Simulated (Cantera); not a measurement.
A closed system holds: 1 mol SiC, 4.7 mol CO₂, 350 mol H₂, held at 1 atm.

Equilibrium computed with Cantera from the NASA thermochemical tables; the gas is ideal and each condensed phase is pure. Candidate condensed phases: C, C₆H₆, C₇H₈, C₈H₁₈, H₂O, Si, SiC, SiO₂; 123 gas species. The tables hold silica as quartz up to 1696 K and as liquid above; real silica turns to tridymite and cristobalite and melts near 1996 K. Rates play no part.

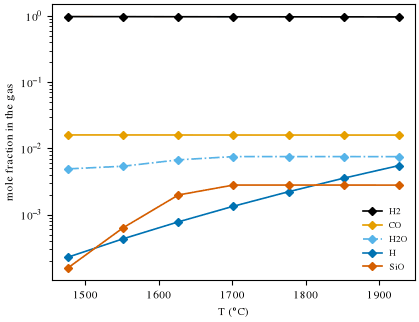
Fig. 1. Equilibrium gas composition (values under 1e-9 drawn at 1e-9)

Read off the mole fractions at 1777 °C.

H₂ about 0.97, CO about 0.016, H₂O about 0.0075, SiO about 0.0028, H about 0.0022.
